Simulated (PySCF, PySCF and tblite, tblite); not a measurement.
# 3-acetyl-1-fluorobenzene (C8H7FO): conformers and averaged spectra, part 2 of 2

PySCF and tblite. Atoms count from 0. Earlier steps stand in the parts before.

### 9 Couplings, conformer 1: B3LYP/pcJ-1+pcSseg-1

Job settings and geometry (Å):

```
{"job": {"xc": "B3LYP", "basis": {"default": "pcSseg-1", "H": "pcJ-1", "F": "pcJ-1"}, "nuclei": ["H", "F", "P", "Si", "B"], "kind": "j"}, "charge": 0, "multiplicity": 1}
C      2.685446    -0.428317    -0.048094
C      1.659949     0.615068    -0.411499
O      1.986741     1.677334    -0.891156
C      0.211498     0.307701    -0.168191
C     -0.734509     1.275607    -0.527182
C     -2.089456     1.039407    -0.323160
C     -2.520251    -0.162073     0.240281
C     -1.571194    -1.113952     0.592551
F     -1.971740    -2.264167     1.131581
C     -0.213367    -0.899865     0.397499
H      3.683433    -0.041028    -0.284222
H      2.631730    -0.676639     1.022890
H      2.510756    -1.358555    -0.610124
H     -0.372240     2.206925    -0.966084
H     -2.825817     1.795931    -0.603710
H     -3.577417    -0.373083     0.411931
H      0.484957    -1.683653     0.693390
```

The log of the run:

```text
coarse grid: 15200 points
cycle   1  E = -483.8358064443  dE =  1.663e+00  |g| = 9.589e-01  |ddm| = 3.967e+00
cycle   2  E = -483.2533614187  dE =  5.824e-01  |g| = 1.952e+00  |ddm| = 4.419e+00
cycle   3  E = -483.9972936570  dE = -7.439e-01  |g| = 2.830e-01  |ddm| = 3.666e+00
cycle   4  E = -484.0135269758  dE = -1.623e-02  |g| = 9.020e-02  |ddm| = 3.433e-01
cycle   5  E = -484.0148387807  dE = -1.312e-03  |g| = 3.497e-02  |ddm| = 9.585e-02
cycle   6  E = -484.0151303212  dE = -2.915e-04  |g| = 9.691e-03  |ddm| = 3.583e-02
cycle   7  E = -484.0151511137  dE = -2.079e-05  |g| = 3.640e-03  |ddm| = 1.077e-02
cycle   8  E = -484.0151543865  dE = -3.273e-06  |g| = 7.346e-04  |ddm| = 4.475e-03
final grid: 150080 points
cycle   9  E = -484.1075041533  dE = -8.259e-05  |g| = 8.211e-03  |ddm| = 5.295e-02
cycle  10  E = -484.1074788473  dE =  2.531e-05  |g| = 1.420e-02  |ddm| = 1.954e-02
cycle  11  E = -484.1075172985  dE = -3.845e-05  |g| = 2.669e-03  |ddm| = 1.594e-02
cycle  12  E = -484.1075186292  dE = -1.331e-06  |g| = 4.859e-04  |ddm| = 3.247e-03
cycle  13  E = -484.1075186591  dE = -2.983e-08  |g| = 2.241e-04  |ddm| = 6.142e-04
cycle  14  E = -484.1075186683  dE = -9.251e-09  |g| = 4.521e-05  |ddm| = 2.358e-04
cycle  15  E = -484.1075186688  dE = -4.407e-10  |g| = 2.137e-05  |ddm| = 6.106e-05
converged SCF energy = -484.1075186688

Indirect spin-spin couplings (Hz)
  i      j    bonds     total        FC       PSO       DSO        SD
  8 F   13 H    5     -0.475     0.266     0.770    -1.362    -0.149
  8 F   14 H    4      5.016     5.234     1.286    -1.365    -0.139
  8 F   15 H    3      8.303    11.948    -2.715    -0.065    -0.864
  8 F   16 H    3      9.254    12.954    -2.925     0.124    -0.900
 10 H   11 H    2    -13.771   -13.658     2.383    -2.496         -
 10 H   12 H    2    -13.906   -13.793     2.380    -2.493         -
 11 H   12 H    2    -19.839   -19.841     2.229    -2.227         -
 11 H   14 H    6     -0.218    -0.060     0.721    -0.879         -
 11 H   16 H    5      0.254    -0.138    -1.880     2.271         -
 12 H   14 H    6     -0.216    -0.059     0.714    -0.871         -
 12 H   16 H    5      0.269    -0.100    -1.780     2.149         -
 13 H   14 H    3      8.819     9.003     0.107    -0.291         -
 13 H   15 H    4      0.664     0.960     1.407    -1.703         -
 13 H   16 H    4      1.152     1.473     1.466    -1.788         -
 14 H   15 H    3      9.117     9.327     0.151    -0.361         -
 14 H   16 H    5      0.156     0.471     1.446    -1.760         -
 15 H   16 H    4      2.228     2.532     1.568    -1.872         -
```

It took 63 s on 1 thread of Arm Neoverse V2, shared host; peak memory 1.2 GiB.

This run: HOMO -7.27 eV, LUMO -2.05 eV; dipole 1.60 D.

### 10 Couplings, conformer 2: B3LYP/pcJ-1+pcSseg-1

Job settings and geometry (Å):

```
{"job": {"xc": "B3LYP", "basis": {"default": "pcSseg-1", "H": "pcJ-1", "F": "pcJ-1"}, "nuclei": ["H", "F", "P", "Si", "B"], "kind": "j"}, "charge": 0, "multiplicity": 1}
C      2.654997    -0.352874     0.534285
C      1.725688     0.230706    -0.499385
O      2.154499     0.773194    -1.492889
C      0.246131     0.118955    -0.275127
C     -0.308026    -0.515235     0.843342
C     -1.692143    -0.589270     0.988983
C     -2.533060    -0.034555     0.027478
C     -1.966973     0.592279    -1.079414
F     -2.771601     1.119848    -1.998668
C     -0.594630     0.677137    -1.244988
H      2.475312     0.089776     1.526270
H      2.498554    -1.439233     0.625969
H      3.689179    -0.158094     0.226124
H      0.335801    -0.956627     1.605761
H     -2.123981    -1.084994     1.861077
H     -3.620016    -0.078621     0.118100
H     -0.157923     1.169022    -2.115745
```

The log of the run:

```text
coarse grid: 15200 points
cycle   1  E = -483.8365390177  dE =  1.663e+00  |g| = 9.565e-01  |ddm| = 3.954e+00
cycle   2  E = -483.2804184315  dE =  5.561e-01  |g| = 1.927e+00  |ddm| = 4.432e+00
cycle   3  E = -483.9967389639  dE = -7.163e-01  |g| = 2.819e-01  |ddm| = 3.661e+00
cycle   4  E = -484.0123937240  dE = -1.565e-02  |g| = 9.579e-02  |ddm| = 3.416e-01
cycle   5  E = -484.0138428081  dE = -1.449e-03  |g| = 4.397e-02  |ddm| = 1.144e-01
cycle   6  E = -484.0143571386  dE = -5.143e-04  |g| = 8.615e-03  |ddm| = 4.590e-02
cycle   7  E = -484.0143731613  dE = -1.602e-05  |g| = 3.268e-03  |ddm| = 9.504e-03
cycle   8  E = -484.0143755376  dE = -2.376e-06  |g| = 7.041e-04  |ddm| = 3.947e-03
final grid: 150080 points
cycle   9  E = -484.1075585987  dE = -8.326e-05  |g| = 8.315e-03  |ddm| = 4.682e-02
cycle  10  E = -484.1075323872  dE =  2.621e-05  |g| = 1.449e-02  |ddm| = 2.004e-02
cycle  11  E = -484.1075717141  dE = -3.933e-05  |g| = 2.638e-03  |ddm| = 1.620e-02
cycle  12  E = -484.1075730325  dE = -1.318e-06  |g| = 4.757e-04  |ddm| = 3.242e-03
cycle  13  E = -484.1075730598  dE = -2.727e-08  |g| = 2.238e-04  |ddm| = 5.852e-04
cycle  14  E = -484.1075730687  dE = -8.941e-09  |g| = 3.931e-05  |ddm| = 2.115e-04
cycle  15  E = -484.1075730690  dE = -3.233e-10  |g| = 1.979e-05  |ddm| = 5.734e-05
converged SCF energy = -484.1075730690

Indirect spin-spin couplings (Hz)
  i      j    bonds     total        FC       PSO       DSO        SD
  8 F   10 H    6     -0.212    -0.074     0.556    -0.675    -0.017
  8 F   11 H    6     -0.202    -0.067     0.556    -0.675    -0.015
  8 F   12 H    6      0.156     0.198     0.667    -0.738     0.029
  8 F   13 H    5     -0.216     0.598     0.706    -1.363    -0.157
  8 F   14 H    4      4.719     4.899     1.321    -1.366    -0.135
  8 F   15 H    3      8.102    11.775    -2.742    -0.054    -0.877
  8 F   16 H    3      9.771    13.421    -2.842     0.015    -0.824
 10 H   11 H    2    -19.837   -19.836     2.244    -2.245         -
 10 H   12 H    2    -13.465   -13.347     2.395    -2.513         -
 10 H   13 H    5      0.218    -0.161    -1.820     2.199         -
 11 H   12 H    2    -14.108   -13.995     2.384    -2.497         -
 11 H   13 H    5      0.254    -0.102    -1.724     2.080         -
 13 H   14 H    3      8.591     8.783     0.002    -0.194         -
 13 H   15 H    4      0.440     0.738     1.399    -1.698         -
 13 H   16 H    4      1.081     1.403     1.466    -1.788         -
 14 H   15 H    3      9.180     9.398     0.142    -0.360         -
 14 H   16 H    5      0.174     0.483     1.450    -1.759         -
 15 H   16 H    4      2.574     2.873     1.571    -1.870         -
```

Run time: 64 s. Hardware: 1 thread of Arm Neoverse V2, shared host; peak memory 1.2 GiB.

In short: HOMO -7.30 eV, LUMO -2.05 eV; dipole 3.80 D.

### 11 Averages: properties at PBE0/pcSseg-1 in chloroform

Job settings and geometry (Å):

```
{"job": {"study": "conf", "smiles": "CC(=O)c1cccc(F)c1", "search": {"seed": 7475, "n_embed": 90, "ff_keep": 14, "window": 3.0, "nmax": 8, "temps": [220, 260, 298.15, 340, 380], "t_ref": 298.15, "order": 0.0005, "geom": true}, "level": {"nmr": {"xc": "PBE0", "basis": "pcSseg-1", "solvent": "chloroform"}, "sp": {"xc": "PBE0", "basis": "def2-SVPD", "solvent": "chloroform"}, "j": {"xc": "B3LYP", "basis": {"default": "pcSseg-1", "H": "pcJ-1", "F": "pcJ-1"}, "nuclei": ["H", "F", "P", "Si", "B"], "top": 4}}, "kind": "conf"}, "charge": 0, "multiplicity": 1}
C      2.654997    -0.352874     0.534285
C      1.725688     0.230706    -0.499385
O      2.154499     0.773194    -1.492889
C      0.246131     0.118955    -0.275127
C     -0.308026    -0.515235     0.843342
C     -1.692143    -0.589270     0.988983
C     -2.533060    -0.034555     0.027478
C     -1.966973     0.592279    -1.079414
F     -2.771601     1.119848    -1.998668
C     -0.594630     0.677137    -1.244988
H      2.475312     0.089776     1.526270
H      2.498554    -1.439233     0.625969
H      3.689179    -0.158094     0.226124
H      0.335801    -0.956627     1.605761
H     -2.123981    -1.084994     1.861077
H     -3.620016    -0.078621     0.118100
H     -0.157923     1.169022    -2.115745
```

The log of the run:

```text
conformer  sym    E(xTB)   E(DFT)   G(298.15 K)  weight  dipole/D
    1     Cs      0.000    0.135    0.145   0.4393    2.220
    2     Cs      0.315    0.000    0.000   0.5607    4.961

mean shielding (ppm) by class
class atoms           220 K      260 K   298.15 K      340 K      380 K
  0 C  0            155.919    155.923    155.926    155.929     155.93
  1 C  1            -17.007    -17.008    -17.008    -17.009    -17.009
  2 O  2            -283.38   -283.403    -283.42   -283.434   -283.445
  3 C  3             42.735     42.741     42.746     42.749     42.752
  4 C  4             54.193     54.217     54.234     54.248     54.259
  5 C  5              48.17     48.173     48.175     48.177     48.178
  6 C  6             57.578     57.581     57.583     57.585     57.586
  7 C  7             14.242     14.245     14.247     14.249     14.251
  8 F  8            292.818    292.819     292.82     292.82    292.821
  9 C  9              63.78     63.752     63.732     63.715     63.703
 10 H  10,11,12      28.532     28.533     28.533     28.533     28.533
 11 H  13            23.192     23.189     23.186     23.184     23.182
 12 H  14            23.464     23.464     23.464     23.464     23.464
 13 H  15            23.695     23.695     23.694     23.694     23.694
 14 H  16            23.308     23.311     23.313     23.315     23.317
```

Run time: 4.2 min. Hardware: 1 thread of Arm Neoverse V2, shared host. This counts the runs that the step sums up.

The search (ETKDG and KDG, MMFF94s, GFN2-xTB) embedded 90 structures, kept 2 distinct ones after the force field and 2 after xTB; 2 were carried on (window 3.0 kcal/mol at the search's own energies). Energies: PBE0/def2-SVPD in chloroform with D3(BJ).

Conformer by conformer (298 K):

```csv
no.,group,mirror pair,ΔE xTB,ΔE DFT,ΔG,weight (%),μ (D),O2–C1–C3–C4 (°),"A, B, C (GHz)"
1,Cs,no,0.00,0.14,0.14,43.9,2.22,1,"2.54, 0.94, 0.69"
2,Cs,no,0.32,0.00,0.00,56.1,4.96,179,"2.62, 0.92, 0.69"
```

Energies in kcal/mol. ΔG holds xTB vibrations and rotation, symmetry numbers and mirror pairs.

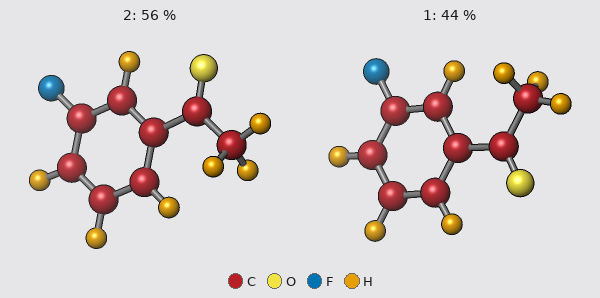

The conformers with their weights.

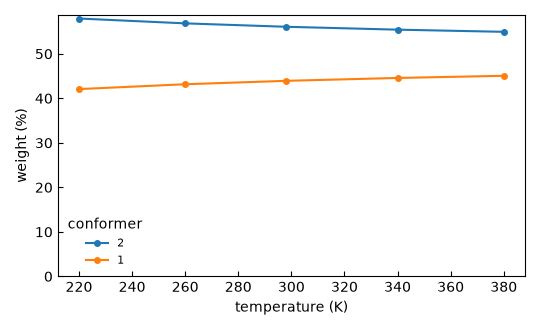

Weights against temperature.

How the weights hang on the way they are made:

```csv
scheme,2,1,mean μ (D)
DFT free energy,56,44,3.76
"DFT energy, symmetry counted",56,44,3.75
DFT energy alone,56,44,3.75
"xTB energy, symmetry counted",37,63,3.23
xTB free energy,37,63,3.24
lowest conformer only,100,0,4.96
equal weights,50,50,3.59
conformers found from three starts alone,0,100,2.22
```

Shifts against references run at the same level (13C TMS 185.2, 1H TMS 31.25, 17O H2O 341.0, 19F CFCl3 179.6 ppm of shielding), by class of atoms, at 298 K:

```csv
atoms,environment,no. 2,no. 1,average,measured
C1,ketone carbonyl carbon,202.1,202.2,202.2,–
C7,aromatic carbon bearing fluorine,171.0,170.8,170.9,–
C3,substituted aromatic carbon,142.7,142.1,142.4,–
C5,aromatic CH,137.1,136.8,137.0,–
C4,aromatic CH,131.9,129.7,130.9,–
C6,aromatic CH,127.7,127.4,127.6,–
C9,aromatic CH,120.3,122.9,121.4,–
C0,methyl carbon α to a carbonyl,29.4,29.0,29.2,–
H13,hydrogen on an aromatic CH,7.92,8.24,8.06,–
H16,hydrogen on an aromatic CH,8.07,7.76,7.93,–
H14,hydrogen on an aromatic CH,7.78,7.79,7.78,–
H15,hydrogen on an aromatic CH,7.54,7.56,7.55,–
"H10, H11, H12",hydrogen on a methyl carbon α to a carbonyl,2.73,2.69,2.71,–
O2,ketone oxygen,623.4,625.6,624.4,–
F8,aryl fluorine,-113.2,-113.3,-113.2,-112.5
```

Measured: G. Saielli, R. Bini, A. Bagno, Computational 19F NMR. 2. Organic compounds, RSC Adv. 2014, ESI (exp. from Berger-Braun-Kalinowski 1994 and Everett 1995).

Couplings (Hz, B3LYP/pcJ-1+pcSseg-1; one pair named for each class, the eight largest averages at most for each number of bonds), from conformers that hold 100 % of the weight:

```csv
pair,bonds,no. 2,no. 1,average
H10–H11,2,-15.8,-15.8,-15.8
F8–H16,3,9.8,9.2,9.5
H14–H15,3,9.2,9.1,9.2
H13–H14,3,8.6,8.8,8.7
F8–H15,3,8.1,8.3,8.2
F8–H14,4,4.7,5.0,4.8
H15–H16,4,2.6,2.2,2.4
H13–H16,4,1.1,1.1,1.1
H13–H15,4,0.4,0.7,0.5
```

Effective distances for nuclear Overhauser effects, ⟨r⁻⁶⟩^(−1/6) as a mean over all pairs of two classes, so longer than the nearest pair where a class holds remote atoms (Å): H13···H14 2.49; H14···H15 2.51; H10···H13 2.80; H10···H16 2.92.

### 12 Summary of results

The summary covers parts 1 to 2.

| quantity | value |
| --- | --- |
| conformers | 2; the first in weight is no. 2 (Cs), 56 % at 298 K |
| root-mean-square dipole | 4.00 D |
| averaged 13C shifts (PBE0/pcSseg-1 in chloroform) | 202.2, 170.9, 142.4, 137.0, 130.9, 127.6, 121.4, 29.2 ppm |
| averaged 1H shifts (PBE0/pcSseg-1 in chloroform) | 8.06, 7.93, 7.78, 7.55, 2.71 ppm |
| averaged 19F shifts (PBE0/pcSseg-1 in chloroform) | -113.2 ppm |

**Reading.** Conformer 2 leads with 56 % at 298 K, and its share goes from 58 % at 220 K to 55 % at 380 K. xTB puts no. 1 lowest, DFT no. 2. Among conformers over 5 %, H13 differs by 0.32 ppm, while the average moves by 0.01 ppm from 220 to 380 K. Against 1 measured 19F shift the average misses by 0.7 ppm, the leading conformer alone by 0.7 ppm. Vibration is missing from the shifts, so part of that gap is not the functional's.
